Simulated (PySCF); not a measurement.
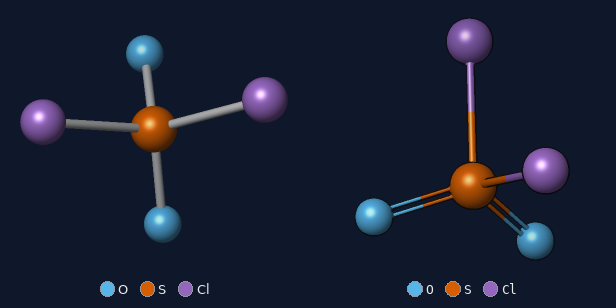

Both panels show the same species.

Computed geometry: GFN2-xTB optimisation. No frequency run is at hand to confirm it as a minimum.

What does the picture show?

It has 5 atoms: 1 sulfur, 2 chlorine and 2 oxygen (SCl₂O₂). As SMILES it reads `O=S(=O)(Cl)Cl`. This geometry has C2v symmetry. Coordination: 1 S tetrahedral.

More results for the same structure follow; atom numbers are the same in all pictures, views and colours differ.

**Polarisability**

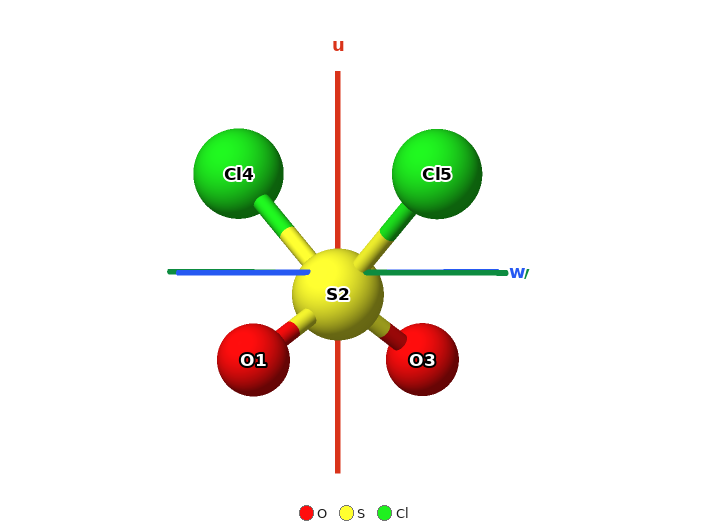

The lines u, v and w are the principal axes of the static dipole polarisability. No frequency run is at hand to confirm it as a minimum. Computed with PBE0/def2-SVPD (PySCF 2.14.0).

Along which axis is the molecule most polarisable, and along which least?

Answer. Most along v (close to the long direction Cl4···Cl5), least along w.

Give the three principal values.

Answer. u 56.7, v 67.4, w 48.1 bohr³; mean 57.4, anisotropy 16.7 bohr³.

**Charges**

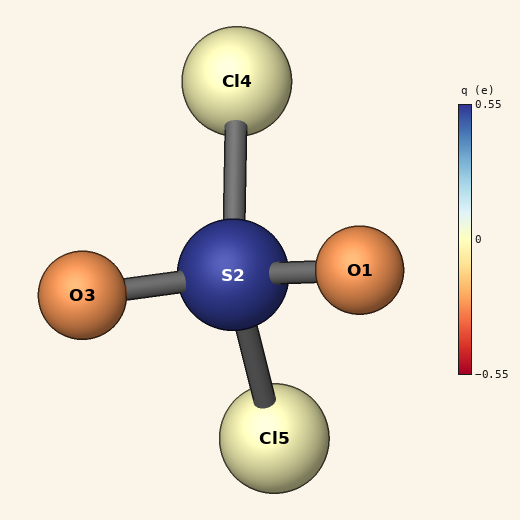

Atoms are coloured by their ESP-fitted charges. No frequency run is at hand to confirm it as a minimum. Properties computed with PBE0/pcSseg-1, gas phase (PySCF 2.14.0).

Give the ESP-fitted charges atom by atom.

```json
{"atom": "O1", "value (e)": "−0.26"}
{"atom": "S2", "value (e)": "0.53"}
{"atom": "O3", "value (e)": "−0.26"}
{"atom": "Cl4", "value (e)": "−0.01"}
{"atom": "Cl5", "value (e)": "−0.01"}
```

**Quadrupole coupling**

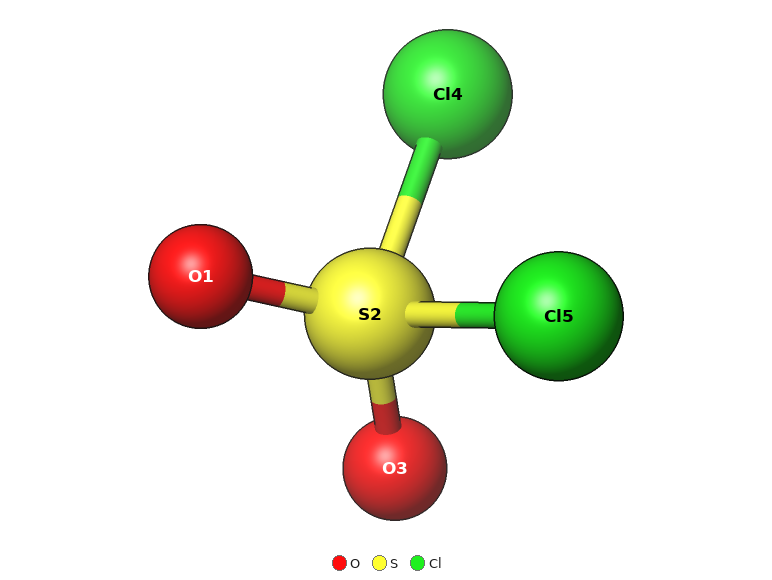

No frequency run is at hand to confirm it as a minimum. Electric field gradients from the ground-state density, PBE0/pcSseg-1 (PySCF 2.14.0), non-relativistic apart from any core potentials.

Give the largest field-gradient component, the quadrupole coupling constant and the asymmetry for 17O at O1 (Q = −25.6 mb), 33S at S2 (Q = −67.81 mb), 35Cl at Cl4 (Q = −81.7 mb).

```csv
atom,V_zz (a.u.),e²qQ/h (MHz),η
O1,1.334,−8.02,0.21
S2,−0.902,14.37,0.41
Cl4,4.230,−81.2,0.05
```

**Bond orders**

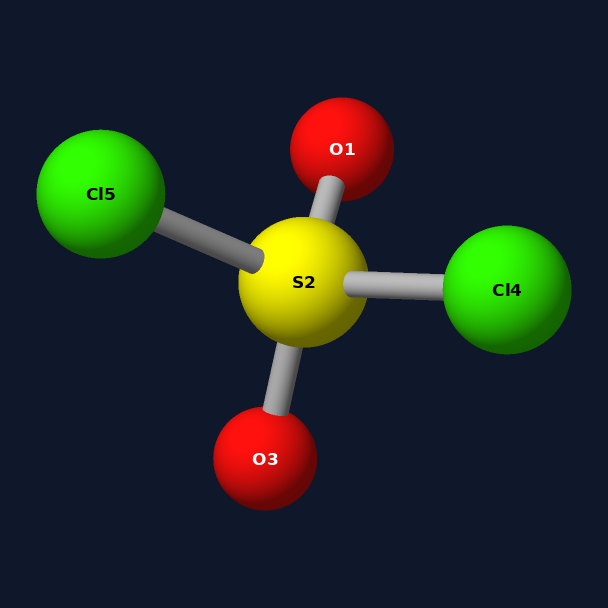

Every bond is drawn as one stick. No frequency run is at hand to confirm it as a minimum. Computed with PBE0/pcSseg-1 (PySCF 2.14.0).

List the Mayer bond orders of O1–S2, S2–Cl4 (one bond of each equivalent set).

```
  bond  Mayer order  length (Å)
 O1–S2         1.81       1.418
S2–Cl4         0.87       2.039
```
